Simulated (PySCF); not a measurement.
# InTe: changing the method

Starting from one script, swap the method and compare what comes out for InTe.

Computed with PySCF 2.14.0. Level: method and basis as typed in the scripts.

9 further runs of the same task are left out: 2 for a known fault of the program, 7 that didn't finish.

### 1 The starting structure

InTe: 2 atoms, charge 0, spin multiplicity 2.

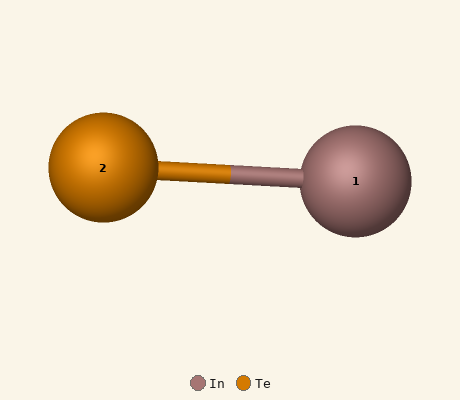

Start geometry, drawn with indium brown, tellurium orange; atoms are numbered from 1 in the order of the file.

### 2 Base script

Contents of input.py:

```python
from pyscf import gto, scf
from pyscf.prop.polarizability import uhf as pol

mol = gto.M(
    atom='In 0 0 0; Te 0 0 2.71',
    basis='def2-svp',
    ecp={'In': 'def2-svp', 'Te': 'def2-svp'},
    charge=0,
    spin=1,
    symmetry=True,
    verbose=4,
)
mf = scf.UHF(mol)
mf.kernel()
print('polarizability (a.u.)')
print(pol.Polarizability(mf).polarizability().round(4))
mf.dip_moment()
print('orbital energies (hartree):', [e[max(0, n-3):n+3].round(4) for e, n in zip(mf.mo_energy, mol.nelec)])
```

Started as:

```sh
$ OMP_NUM_THREADS=1 python input.py
```

The program printed:

```text
[lines on the frontier levels of each cycle are left out]
PySCF version 2.14.0

[INPUT] verbose = 4
[INPUT] num. atoms = 2
[INPUT] num. electrons = 45
[INPUT] charge = 0
[INPUT] spin (= nelec alpha-beta = 2S) = 1
[INPUT] symmetry True subgroup None
[INPUT] Mole.unit = angstrom
[INPUT] Symbol           X                Y                Z      unit          X                Y                Z       unit  Magmom
[INPUT]  1 In     0.000000000000   0.000000000000   0.000000000000 AA    0.000000000000   0.000000000000   0.000000000000 Bohr   0.0
[INPUT]  2 Te     0.000000000000   0.000000000000   2.710000000000 AA    0.000000000000   0.000000000000   5.121157797571 Bohr   0.0

nuclear repulsion = 98.4152451305092
point group symmetry = Coov
symmetry origin: [0.        0.        2.6366357]
symmetry axis x: [1. 0. 0.]
symmetry axis y: [0. 1. 0.]
symmetry axis z: [0. 0. 1.]
num. orbitals of irrep A1 = 20
num. orbitals of irrep E1x = 12
num. orbitals of irrep E1y = 12
num. orbitals of irrep E2x = 4
num. orbitals of irrep E2y = 4
number of shells = 20
number of NR pGTOs = 122
number of NR cGTOs = 52
basis = def2-svp
ecp = {'In': 'def2-svp', 'Te': 'def2-svp'}

******** <class 'pyscf.scf.uhf_symm.SymAdaptedUHF'> ********
method = SymAdaptedUHF
initial guess = minao
damping factor = 0
level_shift factor = 0
DIIS = <class 'pyscf.scf.diis.CDIIS'>
diis_start_cycle = 1
diis_space = 8
diis_damp = 0
SCF conv_tol = 1e-09
SCF conv_tol_grad = None
SCF max_cycles = 50
direct_scf = True
direct_scf_tol = 1e-13
number electrons alpha = 23  beta = 22
Freeze 0 electrons in irreps []
    45 free electrons in irreps A1 E1x E1y E2x E2y
Set gradient conv threshold to 3.16228e-05
init E= -405.880293963896

cycle= 1 E= -455.018028026974  delta_E= -49.1  |g|= 1.54  |ddm|= 9.71
cycle= 2 E= -454.418600198041  delta_E= 0.599  |g|= 1.27  |ddm|= 4.24
cycle= 3 E= -455.973199515605  delta_E= -1.55  |g|= 0.49  |ddm|= 2.62
cycle= 4 E= -456.226460961591  delta_E= -0.253  |g|= 0.093  |ddm|= 0.96
cycle= 5 E= -456.239923106707  delta_E= -0.0135  |g|= 0.0369  |ddm|= 0.251
cycle= 6 E= -456.243562858975  delta_E= -0.00364  |g|= 0.0184  |ddm|= 0.129
cycle= 7 E= -456.245083088269  delta_E= -0.00152  |g|= 0.00804  |ddm|= 0.105
cycle= 8 E= -456.245413778757  delta_E= -0.000331  |g|= 0.00477  |ddm|= 0.0444
cycle= 9 E= -456.245565227593  delta_E= -0.000151  |g|= 0.00283  |ddm|= 0.0306
cycle= 10 E= -456.245636702413  delta_E= -7.15e-05  |g|= 0.000892  |ddm|= 0.0306
cycle= 11 E= -456.245641972111  delta_E= -5.27e-06  |g|= 0.000406  |ddm|= 0.00695
cycle= 12 E= -456.245642974773  delta_E= -1e-06  |g|= 0.000253  |ddm|= 0.00238
cycle= 13 E= -456.245643499934  delta_E= -5.25e-07  |g|= 0.000125  |ddm|= 0.002
cycle= 14 E= -456.245643635915  delta_E= -1.36e-07  |g|= 4.98e-05  |ddm|= 0.00115
cycle= 15 E= -456.245643653594  delta_E= -1.77e-08  |g|= 2.41e-05  |ddm|= 0.000397
cycle= 16 E= -456.245643656846  delta_E= -3.25e-09  |g|= 7.92e-06  |ddm|= 0.000187
cycle= 17 E= -456.245643657116  delta_E= -2.7e-10  |g|= 2.85e-06  |ddm|= 5.39e-05
Extra cycle  E= -456.24564365713  delta_E= -1.43e-11  |g|= 1.47e-06  |ddm|= 7.84e-06
converged SCF energy = -456.24564365713  <S^2> = 0.79458469  2S+1 = 2.0440985
polarizability (a.u.)
Isotropic polarizability 59.6290209598
Polarizability anisotropy 101.071827687
[[ 25.9384  -0.      -0.    ]
 [ -0.      25.9384  -0.    ]
 [ -0.      -0.     127.0102]]
Dipole moment(X, Y, Z, Debye):  0.00000,  0.00000, -4.70370
orbital energies (hartree): [array([-0.3305, -0.2958, -0.2958,  0.0113,  0.0113,  0.0839]), array([-0.4089, -0.2827, -0.2827, -0.0393,  0.0194,  0.0194])]
```

Run time: 4.2 s. Hardware: 1 thread of AMD EPYC 7R43, shared host; peak memory 0.11 GiB.

In short: E(SCF) = -456.245644 Eh, ⟨S²⟩ = 0.795, μ = 4.70 D, α(xx, yy, zz) = 25.9, 25.9, 127.0 bohr³.

The bond length is a typed value, not an optimised one.

### 3 Population analysis

Run 1 changes step after the SCF: polarizability → analyze.

Changes to input.py since step 2:

```diff
@@ -1,3 +1,2 @@
 from pyscf import gto, scf
-from pyscf.prop.polarizability import uhf as pol
 
@@ -14,4 +13,3 @@
 mf.kernel()
-print('polarizability (a.u.)')
-print(pol.Polarizability(mf).polarizability().round(4))
+mf.mulliken_pop()
 mf.dip_moment()
```

Started as:

```sh
$ OMP_NUM_THREADS=1 python input.py
```

The program printed:

```text
[lines on the frontier levels of each cycle are left out]
PySCF version 2.14.0

[INPUT] verbose = 4
[INPUT] num. atoms = 2
[INPUT] num. electrons = 45
[INPUT] charge = 0
[INPUT] spin (= nelec alpha-beta = 2S) = 1
[INPUT] symmetry True subgroup None
[INPUT] Mole.unit = angstrom
[INPUT] Symbol           X                Y                Z      unit          X                Y                Z       unit  Magmom
[INPUT]  1 In     0.000000000000   0.000000000000   0.000000000000 AA    0.000000000000   0.000000000000   0.000000000000 Bohr   0.0
[INPUT]  2 Te     0.000000000000   0.000000000000   2.710000000000 AA    0.000000000000   0.000000000000   5.121157797571 Bohr   0.0

nuclear repulsion = 98.4152451305092
point group symmetry = Coov
symmetry origin: [0.        0.        2.6366357]
symmetry axis x: [1. 0. 0.]
symmetry axis y: [0. 1. 0.]
symmetry axis z: [0. 0. 1.]
num. orbitals of irrep A1 = 20
num. orbitals of irrep E1x = 12
num. orbitals of irrep E1y = 12
num. orbitals of irrep E2x = 4
num. orbitals of irrep E2y = 4
number of shells = 20
number of NR pGTOs = 122
number of NR cGTOs = 52
basis = def2-svp
ecp = {'In': 'def2-svp', 'Te': 'def2-svp'}

******** <class 'pyscf.scf.uhf_symm.SymAdaptedUHF'> ********
method = SymAdaptedUHF
initial guess = minao
damping factor = 0
level_shift factor = 0
DIIS = <class 'pyscf.scf.diis.CDIIS'>
diis_start_cycle = 1
diis_space = 8
diis_damp = 0
SCF conv_tol = 1e-09
SCF conv_tol_grad = None
SCF max_cycles = 50
direct_scf = True
direct_scf_tol = 1e-13
number electrons alpha = 23  beta = 22
Freeze 0 electrons in irreps []
    45 free electrons in irreps A1 E1x E1y E2x E2y
Set gradient conv threshold to 3.16228e-05
init E= -405.880293963896

cycle= 1 E= -455.018028026974  delta_E= -49.1  |g|= 1.54  |ddm|= 9.71
cycle= 2 E= -454.418600198041  delta_E= 0.599  |g|= 1.27  |ddm|= 4.24
cycle= 3 E= -455.973199515605  delta_E= -1.55  |g|= 0.49  |ddm|= 2.62
cycle= 4 E= -456.226460961591  delta_E= -0.253  |g|= 0.093  |ddm|= 0.96
cycle= 5 E= -456.239923106707  delta_E= -0.0135  |g|= 0.0369  |ddm|= 0.251
cycle= 6 E= -456.243562858975  delta_E= -0.00364  |g|= 0.0184  |ddm|= 0.129
cycle= 7 E= -456.245083088269  delta_E= -0.00152  |g|= 0.00804  |ddm|= 0.105
cycle= 8 E= -456.245413778757  delta_E= -0.000331  |g|= 0.00477  |ddm|= 0.0444
cycle= 9 E= -456.245565227593  delta_E= -0.000151  |g|= 0.00283  |ddm|= 0.0306
cycle= 10 E= -456.245636702413  delta_E= -7.15e-05  |g|= 0.000892  |ddm|= 0.0306
cycle= 11 E= -456.245641972111  delta_E= -5.27e-06  |g|= 0.000406  |ddm|= 0.00695
cycle= 12 E= -456.245642974773  delta_E= -1e-06  |g|= 0.000253  |ddm|= 0.00238
cycle= 13 E= -456.245643499934  delta_E= -5.25e-07  |g|= 0.000125  |ddm|= 0.002
cycle= 14 E= -456.245643635915  delta_E= -1.36e-07  |g|= 4.98e-05  |ddm|= 0.00115
cycle= 15 E= -456.245643653594  delta_E= -1.77e-08  |g|= 2.41e-05  |ddm|= 0.000397
cycle= 16 E= -456.245643656846  delta_E= -3.25e-09  |g|= 7.92e-06  |ddm|= 0.000187
cycle= 17 E= -456.245643657116  delta_E= -2.7e-10  |g|= 2.85e-06  |ddm|= 5.39e-05
Extra cycle  E= -456.24564365713  delta_E= -1.43e-11  |g|= 1.47e-06  |ddm|= 7.84e-06
converged SCF energy = -456.24564365713  <S^2> = 0.79458469  2S+1 = 2.0440985
 ** Mulliken pop       alpha | beta **
pop of  0 In 4s        1.29814 | 1.29812
pop of  0 In 5s       -0.30004 | -0.30006
pop of  0 In 6s        0.54481 | 0.54653
pop of  0 In 7s        0.35123 | 0.33216
pop of  0 In 4px       0.54140 | 0.54124
pop of  0 In 4py       0.54140 | 0.54124
pop of  0 In 4pz       0.53396 | 0.54170
pop of  0 In 5px       0.45679 | 0.45713
pop of  0 In 5py       0.45679 | 0.45713
pop of  0 In 5pz       0.46687 | 0.45660
pop of  0 In 6px       0.03932 | 0.04541
pop of  0 In 6py       0.03932 | 0.04541
pop of  0 In 6pz       0.27476 | 0.02529
pop of  0 In 7px       0.04279 | 0.05572
pop of  0 In 7py       0.04279 | 0.05572
pop of  0 In 7pz       0.08930 | 0.00490
pop of  0 In 4dxy      0.97345 | 0.97365
pop of  0 In 4dyz      0.97144 | 0.97473
pop of  0 In 4dz^2     0.96952 | 0.97193
pop of  0 In 4dxz      0.97144 | 0.97473
pop of  0 In 4dx2-y2    0.97345 | 0.97365
pop of  0 In 5dxy      0.02655 | 0.02635
pop of  0 In 5dyz      0.03850 | 0.03658
pop of  0 In 5dz^2     0.04126 | 0.03024
pop of  0 In 5dxz      0.03850 | 0.03658
pop of  0 In 5dx2-y2    0.02655 | 0.02635
pop of  1 Te 4s        0.88312 | 0.88308
pop of  1 Te 5s        0.13579 | 0.13636
pop of  1 Te 6s        0.58536 | 0.59745
pop of  1 Te 7s        0.36763 | 0.35851
pop of  1 Te 4px       0.47616 | 0.47735
pop of  1 Te 4py       0.47616 | 0.47735
pop of  1 Te 4pz       0.47721 | 0.49748
pop of  1 Te 5px       0.53093 | 0.52961
pop of  1 Te 5py       0.53093 | 0.52961
pop of  1 Te 5pz       0.52906 | 0.50346
pop of  1 Te 6px       0.40442 | 0.38370
pop of  1 Te 6py       0.40442 | 0.38370
pop of  1 Te 6pz       0.39900 | 0.05472
pop of  1 Te 7px       0.49618 | 0.49554
pop of  1 Te 7py       0.49618 | 0.49554
pop of  1 Te 7pz       0.34629 | 0.05474
pop of  1 Te 4dxy      0.98456 | 0.98492
pop of  1 Te 4dyz      0.98334 | 0.98564
pop of  1 Te 4dz^2     0.98282 | 0.98589
pop of  1 Te 4dxz      0.98334 | 0.98564
pop of  1 Te 4dx2-y2    0.98456 | 0.98492
pop of  1 Te 5dxy      0.01545 | 0.01508
pop of  1 Te 5dyz      0.01872 | 0.01735
pop of  1 Te 5dz^2     0.02391 | 0.02089
pop of  1 Te 5dxz      0.01872 | 0.01735
pop of  1 Te 5dx2-y2    0.01545 | 0.01508
In total            23.00000 | 22.00000
 ** Mulliken atomic charges   ( Nelec_alpha | Nelec_beta ) **
charge of  0In =      0.42068  (    10.45029     10.12904 )
charge of  1Te =     -0.42068  (    12.54971     11.87096 )
Dipole moment(X, Y, Z, Debye):  0.00000,  0.00000, -4.70370
orbital energies (hartree): [array([-0.3305, -0.2958, -0.2958,  0.0113,  0.0113,  0.0839]), array([-0.4089, -0.2827, -0.2827, -0.0393,  0.0194,  0.0194])]
```

Run time: 2.7 s. Hardware: 1 thread of AMD EPYC 7R43, shared host.

Outcome: E(SCF) = -456.245644 Eh (no change), ⟨S²⟩ = 0.795, μ = 4.70 D.

### 4 Bhandhlyp (UKS)

Run 2 changes functional: none (Hartree–Fock) → bhandhlyp; SCF type: UHF → UKS; step after the SCF: polarizability → analyze.

Contents of input.py:

```python
from pyscf import gto, dft

mol = gto.M(
    atom='In 0 0 0; Te 0 0 2.71',
    basis='def2-svp',
    ecp={'In': 'def2-svp', 'Te': 'def2-svp'},
    charge=0,
    spin=1,
    symmetry=True,
    verbose=4,
)
mf = dft.UKS(mol, xc='bhandhlyp')
mf.kernel()
mf.mulliken_pop()
mf.dip_moment()
print('orbital energies (hartree):', [e[max(0, n-3):n+3].round(4) for e, n in zip(mf.mo_energy, mol.nelec)])
```

Started as:

```sh
$ OMP_NUM_THREADS=1 python input.py
```

The program printed:

```text
[lines on the frontier levels of each cycle are left out]
PySCF version 2.14.0

[INPUT] verbose = 4
[INPUT] num. atoms = 2
[INPUT] num. electrons = 45
[INPUT] charge = 0
[INPUT] spin (= nelec alpha-beta = 2S) = 1
[INPUT] symmetry True subgroup None
[INPUT] Mole.unit = angstrom
[INPUT] Symbol           X                Y                Z      unit          X                Y                Z       unit  Magmom
[INPUT]  1 In     0.000000000000   0.000000000000   0.000000000000 AA    0.000000000000   0.000000000000   0.000000000000 Bohr   0.0
[INPUT]  2 Te     0.000000000000   0.000000000000   2.710000000000 AA    0.000000000000   0.000000000000   5.121157797571 Bohr   0.0

nuclear repulsion = 98.4152451305092
point group symmetry = Coov
symmetry origin: [0.        0.        2.6366357]
symmetry axis x: [1. 0. 0.]
symmetry axis y: [0. 1. 0.]
symmetry axis z: [0. 0. 1.]
num. orbitals of irrep A1 = 20
num. orbitals of irrep E1x = 12
num. orbitals of irrep E1y = 12
num. orbitals of irrep E2x = 4
num. orbitals of irrep E2y = 4
number of shells = 20
number of NR pGTOs = 122
number of NR cGTOs = 52
basis = def2-svp
ecp = {'In': 'def2-svp', 'Te': 'def2-svp'}

******** <class 'pyscf.dft.uks_symm.SymAdaptedUKS'> ********
method = SymAdaptedUKS
initial guess = minao
damping factor = 0
level_shift factor = 0
DIIS = <class 'pyscf.scf.diis.CDIIS'>
diis_start_cycle = 1
diis_space = 8
diis_damp = 0
SCF conv_tol = 1e-09
SCF conv_tol_grad = None
SCF max_cycles = 50
direct_scf = True
direct_scf_tol = 1e-13
number electrons alpha = 23  beta = 22
XC library pyscf.dft.libxc version 7.0.0
    S. Lehtola, C. Steigemann, M. J.T. Oliveira, and M. A.L. Marques.,  SoftwareX 7, 1–5 (2018)
XC functionals = bhandhlyp
    A. D. Becke.,  J. Chem. Phys. 98, 1372 (1993)
    Defined through Gaussian implementation.
radial grids:
    Treutler-Ahlrichs [JCP 102, 346 (1995); DOI:10.1063/1.469408] (M4) radial grids

becke partition: Becke, JCP 88, 2547 (1988); DOI:10.1063/1.454033
pruning grids: <function nwchem_prune>
grids dens level: 3
symmetrized grids: True
atomic radii adjust function: <function treutler_atomic_radii_adjust>
small_rho_cutoff = 0
Freeze 0 electrons in irreps []
    45 free electrons in irreps A1 E1x E1y E2x E2y
Set gradient conv threshold to 3.16228e-05
tot grids = 43832
init E= -408.526139031981

cycle= 1 E= -456.411316971005  delta_E= -47.9  |g|= 1.81  |ddm|=   10
cycle= 2 E= -454.231059181471  delta_E= 2.18  |g|= 1.79  |ddm|= 5.41
cycle= 3 E= -457.332338271252  delta_E= -3.1  |g|= 0.767  |ddm|= 3.83
cycle= 4 E= -458.00570802272  delta_E= -0.673  |g|= 0.206  |ddm|= 1.89
cycle= 5 E= -458.034552857291  delta_E= -0.0288  |g|= 0.0828  |ddm|= 0.386
cycle= 6 E= -458.042324135042  delta_E= -0.00777  |g|= 0.0203  |ddm|= 0.142
cycle= 7 E= -458.043062978959  delta_E= -0.000739  |g|= 0.0112  |ddm|= 0.0795
cycle= 8 E= -458.043214525255  delta_E= -0.000152  |g|= 0.00256  |ddm|= 0.0204
cycle= 9 E= -458.043237340728  delta_E= -2.28e-05  |g|= 0.000899  |ddm|= 0.0138
cycle= 10 E= -458.043241893634  delta_E= -4.55e-06  |g|= 0.000363  |ddm|= 0.00534
cycle= 11 E= -458.043243078123  delta_E= -1.18e-06  |g|= 0.000127  |ddm|= 0.00346
cycle= 12 E= -458.043243170306  delta_E= -9.22e-08  |g|= 3.33e-05  |ddm|= 0.00101
cycle= 13 E= -458.043243177088  delta_E= -6.78e-09  |g|= 1.19e-05  |ddm|= 0.000248
cycle= 14 E= -458.0432431779  delta_E= -8.12e-10  |g|= 2.43e-06  |ddm|= 9.99e-05
Extra cycle  E= -458.043243177912  delta_E= -1.23e-11  |g|= 2.07e-06  |ddm|= 9.58e-06
converged SCF energy = -458.043243177912  <S^2> = 0.76209452  2S+1 = 2.0120582
 ** Mulliken pop       alpha | beta **
pop of  0 In 4s        1.29994 | 1.29983
pop of  0 In 5s       -0.30007 | -0.30013
pop of  0 In 6s        0.62485 | 0.59560
pop of  0 In 7s        0.31168 | 0.27386
pop of  0 In 4px       0.54091 | 0.54085
pop of  0 In 4py       0.54091 | 0.54085
pop of  0 In 4pz       0.53453 | 0.54188
pop of  0 In 5px       0.45826 | 0.45843
pop of  0 In 5py       0.45826 | 0.45843
pop of  0 In 5pz       0.46673 | 0.45718
pop of  0 In 6px       0.05512 | 0.05820
pop of  0 In 6py       0.05512 | 0.05820
pop of  0 In 6pz       0.26267 | 0.02176
pop of  0 In 7px       0.05144 | 0.05901
pop of  0 In 7py       0.05144 | 0.05901
pop of  0 In 7pz       0.07334 | 0.00703
pop of  0 In 4dxy      0.96835 | 0.96862
pop of  0 In 4dyz      0.96698 | 0.96899
pop of  0 In 4dz^2     0.96539 | 0.96563
pop of  0 In 4dxz      0.96698 | 0.96899
pop of  0 In 4dx2-y2    0.96835 | 0.96862
pop of  0 In 5dxy      0.03165 | 0.03138
pop of  0 In 5dyz      0.04227 | 0.04065
pop of  0 In 5dz^2     0.04512 | 0.03700
pop of  0 In 5dxz      0.04227 | 0.04065
pop of  0 In 5dx2-y2    0.03165 | 0.03138
pop of  1 Te 4s        0.88366 | 0.88364
pop of  1 Te 5s        0.13730 | 0.13762
pop of  1 Te 6s        0.64367 | 0.65204
pop of  1 Te 7s        0.30650 | 0.29634
pop of  1 Te 4px       0.47685 | 0.47758
pop of  1 Te 4py       0.47685 | 0.47758
pop of  1 Te 4pz       0.47758 | 0.49741
pop of  1 Te 5px       0.53023 | 0.52942
pop of  1 Te 5py       0.53023 | 0.52942
pop of  1 Te 5pz       0.52884 | 0.50371
pop of  1 Te 6px       0.40859 | 0.39581
pop of  1 Te 6py       0.40859 | 0.39581
pop of  1 Te 6pz       0.40713 | 0.06474
pop of  1 Te 7px       0.46725 | 0.46863
pop of  1 Te 7py       0.46725 | 0.46863
pop of  1 Te 7pz       0.32504 | 0.05931
pop of  1 Te 4dxy      0.98289 | 0.98311
pop of  1 Te 4dyz      0.98174 | 0.98319
pop of  1 Te 4dz^2     0.98108 | 0.98298
pop of  1 Te 4dxz      0.98174 | 0.98319
pop of  1 Te 4dx2-y2    0.98289 | 0.98311
pop of  1 Te 5dxy      0.01712 | 0.01690
pop of  1 Te 5dyz      0.02036 | 0.01923
pop of  1 Te 5dz^2     0.02501 | 0.02258
pop of  1 Te 5dxz      0.02036 | 0.01923
pop of  1 Te 5dx2-y2    0.01712 | 0.01690
In total            23.00000 | 22.00000
 ** Mulliken atomic charges   ( Nelec_alpha | Nelec_beta ) **
charge of  0In =      0.33396  (    10.51413     10.15191 )
charge of  1Te =     -0.33396  (    12.48587     11.84809 )
Dipole moment(X, Y, Z, Debye):  0.00000,  0.00000, -4.08199
orbital energies (hartree): [array([-0.2776, -0.2501, -0.2501, -0.049 , -0.049 ,  0.0234]), array([-0.3836, -0.242 , -0.242 , -0.1284, -0.0437, -0.0437])]
```

Wall time 8 s (1 thread of AMD EPYC 7R43, shared host).

Outcome: E(SCF) = -458.043243 Eh, 14 cycles, ⟨S²⟩ = 0.762, μ = 4.08 D.

(Part 1 of 2 ends here.)
